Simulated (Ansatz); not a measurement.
## Run report: CH7Si2 (charge −1), geometry relaxation (part 2 of 2)

The same run, continued: CH7Si2, charge −1; RKS PBE-D4/def2-SVPD (Ansatz 0.2.0). 

Geometry of the input (Å):
```
Si -1.6051  0.8536  -0.3458
C  0.3328  0.4358  -0.4298
Si 0.7595  -0.7135  0.9465
H  -2.0789  -0.4301  -1.0542
H  0.9630  -1.3442  -0.3093
H  0.6472  0.0208  -1.3936
H  0.8862  1.3697  -0.2709
H  -0.1365  -1.9088  1.0148
H  0.6973  -0.0506  2.2850
H  2.1525  -1.2937  0.8721
```

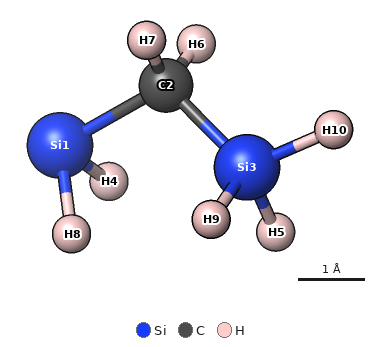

Figure 1. The geometry at step 19 of the log (ball-and-stick view, seen at a tilt; atoms are numbered from 1 in the order of the input).

## Trajectory as extended XYZ, continued
```
10
Properties=species:S:1:pos:R:3:forces:R:3 step=8 energy=-16889.06452
Si   -1.5212    0.3168    0.0068    0.0964  -0.1255   0.0371
C     0.2661    0.7057   -0.4639    0.2027  -0.4141   0.1149
Si    0.8706   -0.8863    0.7155    0.1728   0.2416  -0.3219
H    -1.7593   -0.6697   -1.1868    0.0042  -0.0356   0.1363
H     0.7994   -1.8051   -0.5590    0.0053  -0.0027   0.0992
H     0.6282    0.5305   -1.4934   -0.0938  -0.0653  -0.0810
H     0.7268    1.6017   -0.0291    0.0062   0.2700   0.1423
H    -0.5541   -1.3809    1.2107   -0.2177   0.1892  -0.1466
H     0.9728    0.1378    1.9048   -0.0904  -0.0975   0.0719
H     2.1886   -1.6116    1.2091   -0.0856   0.0399  -0.0522
10
Properties=species:S:1:pos:R:3:forces:R:3 step=9 energy=-16889.21426
Si   -1.4793    0.2498    0.0684   -0.0196  -0.2475   0.1475
C     0.2927    0.7060   -0.4531    0.5505  -0.4272   0.0912
Si    0.8866   -0.8678    0.6855    0.4130   0.3984  -0.3779
H    -1.7176   -0.7466   -1.1117    0.0006  -0.0220   0.0988
H     0.8012   -1.8079   -0.5627   -0.0874  -0.0804   0.0993
H     0.6142    0.5530   -1.5005   -0.1298  -0.0297  -0.0671
H     0.7258    1.6281   -0.0403   -0.0448   0.2294   0.1095
H    -0.6318   -1.2415    1.0962   -0.4748   0.2131  -0.1192
H     0.9562    0.1055    1.9158   -0.1658  -0.1416   0.1215
H     2.1698   -1.6396    1.2171   -0.0419   0.1074  -0.1035
10
Properties=species:S:1:pos:R:3:forces:R:3 step=10 energy=-16889.40737
Si   -1.4326    0.2213    0.1206   -0.2942  -0.1654   0.0034
C     0.3476    0.7054   -0.4474    0.6924  -0.4215   0.0194
Si    0.9019   -0.8429    0.6502    0.7080   0.4044  -0.1998
H    -1.6610   -0.8451   -0.9932   -0.0769   0.1216  -0.1198
H     0.7729   -1.8298   -0.5506   -0.1776  -0.1193   0.1527
H     0.6005    0.5782   -1.5186   -0.1124  -0.0640   0.0034
H     0.7528    1.6587   -0.0765   -0.0813   0.1969   0.1509
H    -0.7115   -1.1109    0.9737   -0.5960   0.0159   0.1781
H     0.8602    0.0144    1.9711   -0.1200  -0.1928  -0.0017
H     2.1870   -1.6103    1.1853    0.0578   0.2242  -0.1866
10
Properties=species:S:1:pos:R:3:forces:R:3 step=11 energy=-16889.62569
Si   -1.4025    0.1693    0.1418   -0.8550   1.0116  -0.7322
C     0.4398    0.6730   -0.4272    0.3033   0.2299  -0.2282
Si    0.9611   -0.8027    0.6238    0.6677  -0.2697   0.1366
H    -1.6620   -0.8657   -0.9929   -0.0412   0.1448  -0.1784
H     0.7018   -1.8870   -0.4705   -0.1179  -0.0445   0.4260
H     0.6147    0.5778   -1.5241   -0.0765  -0.0894   0.2490
H     0.7608    1.6826   -0.0878   -0.1358  -0.2106   0.0542
H    -0.8670   -1.0058    0.9441    0.0362  -0.7271   0.7095
H     0.7794   -0.1072    2.0314   -0.0699  -0.3861  -0.2395
H     2.2920   -1.4952    1.0760    0.2891   0.3411  -0.1971
10
Properties=species:S:1:pos:R:3:forces:R:3 step=12 energy=-16889.93944
Si   -1.4211    0.2250    0.0932   -0.4081   0.0635  -0.1101
C     0.4782    0.6551   -0.4224   -0.0541   0.5056  -0.2414
Si    0.9954   -0.8007    0.6194    0.6540  -0.3328   0.2657
H    -1.6686   -0.8336   -1.0260   -0.0331   0.1500  -0.1792
H     0.6533   -1.9350   -0.3533   -0.0498  -0.1823   0.3497
H     0.6282    0.5651   -1.5243    0.0082  -0.0686   0.2956
H     0.7633    1.6833   -0.0851   -0.0608  -0.4280  -0.0361
H    -0.9407   -1.0115    0.9985   -0.3890   0.2627  -0.0866
H     0.7194   -0.2377    2.0318    0.1309  -0.3284  -0.0345
H     2.4105   -1.3708    0.9829    0.2016   0.3583  -0.2231
10
Properties=species:S:1:pos:R:3:forces:R:3 step=13 energy=-16890.26681
Si   -1.4739    0.2500    0.0552   -0.0635   0.2932  -0.3368
C     0.4851    0.6316   -0.4044   -0.2917   0.3776  -0.1105
Si    1.0583   -0.8118    0.6268    0.5188  -0.0581  -0.1543
H    -1.6845   -0.7900   -1.0885   -0.0393   0.0959  -0.1156
H     0.6368   -2.0100   -0.2200    0.0081  -0.0887   0.4802
H     0.6297    0.5513   -1.5062    0.0474  -0.0728   0.2398
H     0.7548    1.6654   -0.0739    0.0205  -0.4096  -0.0129
H    -1.0778   -0.9350    0.9799   -0.2533  -0.0403   0.1796
H     0.7543   -0.3658    2.0475   -0.0457  -0.3767   0.0805
H     2.5350   -1.2467    0.8981    0.0988   0.2795  -0.2500
10
Properties=species:S:1:pos:R:3:forces:R:3 step=14 energy=-16890.55533
Si   -1.5134    0.2955   -0.0073    0.1488   0.0495  -0.0946
C     0.4819    0.6176   -0.3957   -0.3934   0.1111   0.0789
Si    1.1309   -0.8113    0.6169    0.0668   0.2084   0.1133
H    -1.6985   -0.7584   -1.1405   -0.0169   0.0488  -0.0978
H     0.6441   -2.0690   -0.0576    0.0194  -0.1362   0.2544
H     0.6388    0.5435   -1.4927    0.0802  -0.0755   0.1068
H     0.7613    1.6438   -0.0631    0.0590  -0.2740   0.0205
H    -1.2196   -0.8767    0.9995   -0.2364   0.1840  -0.0286
H     0.7586   -0.5226    2.0709    0.1089  -0.3038  -0.2025
H     2.6338   -1.1234    0.7841    0.1635   0.1878  -0.1504
10
Properties=species:S:1:pos:R:3:forces:R:3 step=15 energy=-16890.71128
Si   -1.5586    0.3424   -0.0707    0.2210   0.0035  -0.0936
C     0.4539    0.5997   -0.3768   -0.3313  -0.2126   0.2290
Si    1.1940   -0.8090    0.6162   -0.0258  -0.1138  -0.4621
H    -1.7047   -0.7289   -1.1994   -0.0215   0.0259   0.0121
H     0.6644   -2.1393    0.1054    0.2157   0.1210   0.0289
H     0.6474    0.5255   -1.4641    0.0798  -0.0532  -0.0467
H     0.7647    1.6082   -0.0395    0.0848  -0.0279   0.0737
H    -1.3764   -0.7788    1.0157   -0.1317   0.1253  -0.0586
H     0.7945   -0.6924    2.0448    0.0533   0.0475   0.3984
H     2.7386   -0.9884    0.6830   -0.1443   0.0842  -0.0810
10
Properties=species:S:1:pos:R:3:forces:R:3 step=16 energy=-16890.75888
Si   -1.5845    0.3816   -0.1390    0.0755  -0.0591   0.0760
C     0.4189    0.5602   -0.3339   -0.1554  -0.1365   0.0209
Si    1.1837   -0.8340    0.6298   -0.0763   0.2041  -0.2852
H    -1.7125   -0.7284   -1.2284    0.0041   0.0092  -0.0266
H     0.7157   -2.1715    0.1221    0.0701  -0.0918   0.0680
H     0.6984    0.4558   -1.4021    0.0070   0.1168  -0.0571
H     0.8051    1.5304    0.0404   -0.0389   0.0672  -0.0571
H    -1.4994   -0.7099    0.9982   -0.0827   0.1253  -0.0446
H     0.8808   -0.6911    2.0905    0.0363  -0.1002   0.2130
H     2.7117   -0.8542    0.5371    0.1603  -0.1348   0.0928
10
Properties=species:S:1:pos:R:3:forces:R:3 step=17 energy=-16890.78334
Si   -1.5983    0.3956   -0.1611    0.0493  -0.0681   0.0657
C     0.4066    0.5576   -0.3450   -0.0615  -0.1331   0.1114
Si    1.2017   -0.8303    0.6129    0.1209  -0.0257   0.0295
H    -1.7180   -0.7321   -1.2347   -0.0172  -0.0242   0.0506
H     0.7866   -2.1988    0.1264   -0.0086   0.0325   0.0005
H     0.6859    0.4762   -1.4161   -0.0134   0.0652  -0.0269
H     0.7734    1.5352    0.0309   -0.0011   0.0311  -0.0262
H    -1.5693   -0.6392    1.0364   -0.0170   0.1242  -0.1702
H     0.9016   -0.7487    2.0938    0.0083  -0.0030  -0.0374
H     2.7476   -0.8766    0.5711   -0.0598   0.0011   0.0030
10
Properties=species:S:1:pos:R:3:forces:R:3 step=18 energy=-16890.78612
Si   -1.6089    0.4009   -0.2032    0.0570  -0.0566   0.1205
C     0.3938    0.5399   -0.3210    0.0373   0.0666  -0.0238
Si    1.2285   -0.8369    0.6158   -0.0610  -0.0379  -0.0053
H    -1.7112   -0.7675   -1.2301   -0.0075  -0.0438   0.0107
H     0.7829   -2.1955    0.1342    0.0310  -0.0252  -0.0026
H     0.6843    0.5079   -1.3876    0.0225  -0.0955  -0.2068
H     0.7561    1.5225    0.0381   -0.0074   0.1190   0.1690
H    -1.6094   -0.5834    1.0246   -0.0722   0.0636  -0.0714
H     0.9333   -0.7623    2.0964    0.0304  -0.0012   0.0021
H     2.7684   -0.8866    0.5474   -0.0300   0.0110   0.0075
10
Properties=species:S:1:pos:R:3:forces:R:3 step=19 energy=-16890.79707
Si   -1.6013    0.3961   -0.2382   -0.0270   0.0087  -0.0482
C     0.4001    0.5500   -0.3297    0.0275  -0.0112   0.0204
Si    1.2194   -0.8473    0.5959    0.0294   0.0095   0.0187
H    -1.6806   -0.8511   -1.1736    0.0007  -0.0059   0.0114
H     0.7971   -2.2107    0.1032   -0.0004   0.0171  -0.0116
H     0.7101    0.5380   -1.3966   -0.0162  -0.0055  -0.0165
H     0.7357    1.5251    0.0843   -0.0002  -0.0047   0.0216
H    -1.6510   -0.4873    1.0503   -0.0007   0.0008   0.0233
H     0.9286   -0.7892    2.0787   -0.0062   0.0007  -0.0144
H     2.7598   -0.8846    0.5404   -0.0069  -0.0096  -0.0047
10
Properties=species:S:1:pos:R:3:forces:R:3 step=20 energy=-16890.80051
Si   -1.6031    0.3897   -0.2811    0.0334  -0.0035  -0.0012
C     0.4039    0.5485   -0.3286   -0.0442   0.0361  -0.0128
Si    1.2280   -0.8520    0.5834   -0.0168  -0.0424   0.0042
H    -1.6596   -0.9303   -1.1119    0.0061  -0.0043   0.0075
H     0.8164   -2.2037    0.0521    0.0100  -0.0074  -0.0012
H     0.7258    0.5600   -1.3927   -0.0011   0.0075   0.0070
H     0.7158    1.5210    0.1101    0.0054  -0.0020  -0.0057
H    -1.6826   -0.3803    1.0783   -0.0085   0.0090  -0.0049
H     0.9050   -0.8284    2.0594    0.0148   0.0025   0.0024
H     2.7681   -0.8856    0.5456    0.0010   0.0046   0.0048
10
Properties=species:S:1:pos:R:3:forces:R:3 step=21 energy=-16890.80039 accepted=F
Si   -1.6044    0.3850   -0.3289    0.0481  -0.1810   0.0515
C     0.4027    0.5479   -0.3262   -0.0475   0.0736  -0.0425
Si    1.2300   -0.8640    0.5666   -0.0140  -0.0238   0.0078
H    -1.6213   -1.0146   -1.0443   -0.0235   0.1131   0.0683
H     0.8363   -2.2098    0.0057    0.0118   0.0042   0.0092
H     0.7409    0.5916   -1.3859   -0.0001  -0.0041   0.0479
H     0.6945    1.5151    0.1400    0.0075  -0.0280  -0.0124
H    -1.7295   -0.2614    1.1014    0.0122   0.0498  -0.1232
H     0.8989   -0.8677    2.0408   -0.0072  -0.0071   0.0030
H     2.7698   -0.8832    0.5453    0.0128   0.0033  -0.0095
10
Properties=species:S:1:pos:R:3:forces:R:3 step=22 energy=-16890.79920 accepted=F
Si   -1.5979    0.3883   -0.3093   -0.0706  -0.0089   0.0081
C     0.3971    0.5561   -0.3279    0.0709  -0.1472   0.0303
Si    1.2177   -0.8679    0.5758    0.0209   0.1786  -0.0558
H    -1.6328   -0.9702   -1.0770   -0.0028  -0.0016   0.0004
H     0.8306   -2.2254    0.0397   -0.0256   0.0330  -0.0114
H     0.7272    0.5834   -1.3894    0.0231  -0.0062   0.0163
H     0.7025    1.5246    0.1240    0.0202  -0.0257   0.0205
H    -1.6958   -0.3170    1.0825   -0.0191   0.0020   0.0088
H     0.9113   -0.8535    2.0555   -0.0336  -0.0035  -0.0095
H     2.7578   -0.8795    0.5407    0.0167  -0.0205  -0.0077
10
Properties=species:S:1:pos:R:3:forces:R:3 step=23 energy=-16890.80132
Si   -1.6023    0.3883   -0.2929    0.0121  -0.0022  -0.0018
C     0.4023    0.5489   -0.3282   -0.0196   0.0162  -0.0051
Si    1.2277   -0.8558    0.5791   -0.0103  -0.0174   0.0015
H    -1.6516   -0.9500   -1.0944    0.0043  -0.0031   0.0056
H     0.8233   -2.2073    0.0416    0.0058  -0.0024  -0.0014
H     0.7296    0.5681   -1.3906    0.0000   0.0038   0.0045
H     0.7116    1.5194    0.1171    0.0026  -0.0043  -0.0020
H    -1.6943   -0.3505    1.0826   -0.0039   0.0076  -0.0034
H     0.9036   -0.8390    2.0551    0.0071   0.0000   0.0006
H     2.7680   -0.8832    0.5454    0.0019   0.0019   0.0013
10
Properties=species:S:1:pos:R:3:forces:R:3 step=24 energy=-16890.80215
Si   -1.6019    0.3837   -0.3295   -0.0080  -0.0772   0.0342
C     0.3995    0.5488   -0.3274    0.0168   0.0058  -0.0139
Si    1.2282   -0.8645    0.5676   -0.0022   0.0030  -0.0070
H    -1.6322   -1.0116   -1.0392    0.0007   0.0524   0.0300
H     0.8454   -2.2132    0.0065   -0.0001   0.0072   0.0002
H     0.7434    0.5903   -1.3846    0.0025  -0.0017   0.0205
H     0.6970    1.5139    0.1389   -0.0073  -0.0166  -0.0070
H    -1.7231   -0.2581    1.0961   -0.0019   0.0256  -0.0540
H     0.8923   -0.8740    2.0412    0.0011  -0.0006  -0.0067
H     2.7692   -0.8762    0.5451   -0.0016   0.0022   0.0037
10
Properties=species:S:1:pos:R:3:forces:R:3 step=25 energy=-16890.80238
Si   -1.6015    0.3834   -0.3286   -0.0091  -0.0460   0.0037
C     0.4005    0.5480   -0.3290    0.0041  -0.0026   0.0111
Si    1.2290   -0.8658    0.5651    0.0023   0.0139   0.0030
H    -1.6300   -1.0131   -1.0307   -0.0069   0.0277   0.0133
H     0.8488   -2.2136    0.0007    0.0025   0.0041  -0.0002
H     0.7454    0.5901   -1.3855   -0.0056  -0.0008   0.0115
H     0.6970    1.5125    0.1384   -0.0001  -0.0091  -0.0039
H    -1.7323   -0.2519    1.0968    0.0170   0.0199  -0.0311
H     0.8910   -0.8770    2.0380   -0.0051  -0.0039  -0.0036
H     2.7700   -0.8734    0.5493    0.0008  -0.0033  -0.0038
10
Properties=species:S:1:pos:R:3:forces:R:3 step=26 energy=-16890.80272
Si   -1.6023    0.3798   -0.3357    0.0061   0.0117  -0.0070
C     0.3996    0.5457   -0.3291   -0.0028  -0.0009   0.0010
Si    1.2306   -0.8673    0.5633   -0.0030   0.0104  -0.0035
H    -1.6327   -1.0243   -1.0158   -0.0021  -0.0063   0.0063
H     0.8596   -2.2127   -0.0117    0.0005  -0.0067  -0.0017
H     0.7490    0.5919   -1.3834    0.0010  -0.0018  -0.0051
H     0.6913    1.5100    0.1409    0.0016   0.0028   0.0044
H    -1.7312   -0.2254    1.0989   -0.0024  -0.0061   0.0027
H     0.8824   -0.8895    2.0334   -0.0003  -0.0031   0.0015
H     2.7716   -0.8693    0.5539    0.0014   0.0000   0.0015
10
Properties=species:S:1:pos:R:3:forces:R:3 step=27 energy=-16890.80290
Si   -1.6016    0.3784   -0.3474   -0.0011  -0.0025   0.0044
C     0.3997    0.5451   -0.3302    0.0017  -0.0064  -0.0038
Si    1.2317   -0.8697    0.5585   -0.0029   0.0026  -0.0004
H    -1.6325   -1.0449   -0.9872    0.0041   0.0015  -0.0039
H     0.8730   -2.2134   -0.0291    0.0007  -0.0020  -0.0022
H     0.7551    0.5978   -1.3823    0.0022  -0.0022  -0.0057
H     0.6867    1.5077    0.1459   -0.0011   0.0040   0.0048
H    -1.7393   -0.1915    1.1007   -0.0034   0.0043   0.0061
H     0.8722   -0.9067    2.0258    0.0009  -0.0007  -0.0014
H     2.7728   -0.8639    0.5600   -0.0011   0.0016   0.0021
10
Properties=species:S:1:pos:R:3:forces:R:3 step=28 energy=-16890.80296
Si   -1.6013    0.3736   -0.3675   -0.0055  -0.0430   0.0224
C     0.3988    0.5419   -0.3328    0.0086  -0.0004  -0.0052
Si    1.2340   -0.8757    0.5489   -0.0016  -0.0124   0.0084
H    -1.6267   -1.0828   -0.9367   -0.0011   0.0332   0.0158
H     0.9016   -2.2156   -0.0650    0.0036   0.0128   0.0030
H     0.7653    0.6070   -1.3807   -0.0012  -0.0038  -0.0004
H     0.6762    1.5019    0.1548   -0.0012   0.0020   0.0036
H    -1.7572   -0.1183    1.1101    0.0042   0.0089  -0.0352
H     0.8521   -0.9414    2.0102    0.0031   0.0011  -0.0142
H     2.7752   -0.8514    0.5734   -0.0089   0.0016   0.0018
10
Properties=species:S:1:pos:R:3:forces:R:3 step=29 energy=-16890.80310
Si   -1.6014    0.3740   -0.3645   -0.0001  -0.0128   0.0102
C     0.3993    0.5417   -0.3334    0.0016  -0.0029  -0.0036
Si    1.2337   -0.8753    0.5496   -0.0008  -0.0050   0.0062
H    -1.6297   -1.0782   -0.9380    0.0013   0.0082   0.0016
H     0.9019   -2.2147   -0.0648    0.0022   0.0050   0.0013
H     0.7644    0.6046   -1.3817   -0.0001  -0.0019  -0.0049
H     0.6775    1.5022    0.1525    0.0003   0.0048   0.0040
H    -1.7532   -0.1245    1.1090   -0.0009   0.0048  -0.0080
H     0.8507   -0.9401    2.0101    0.0012  -0.0007  -0.0075
H     2.7746   -0.8507    0.5760   -0.0046   0.0005   0.0006
```
